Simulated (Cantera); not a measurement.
Input: 1 mol borazine, 12 mol H2O, 0.18 mol N2, held at 1330 Pa.

Cantera equilibrium calculation (NASA polynomials, part measured and part estimated; ideal gas, pure solids and liquids). Candidate condensed phases: B, BN, B2O3, B3O3H3, H2O; 39 gas species. The feed counts by its element totals alone. Gases not in the tables: H3BO3. Equilibrium is a limit: real reactors are often held back by kinetics, nucleation or transport.

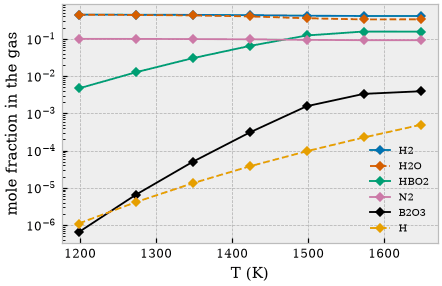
Fig. 1. Equilibrium gas composition (values under 1e-9 drawn at 1e-9)

Task: Read off the mole fractions at 1348 K.

Result: H2 about 0.44, H2O about 0.43, N2 about 0.099, HBO2 about 0.030, B2O3 about 5.0e-5, H about 1.3e-5.
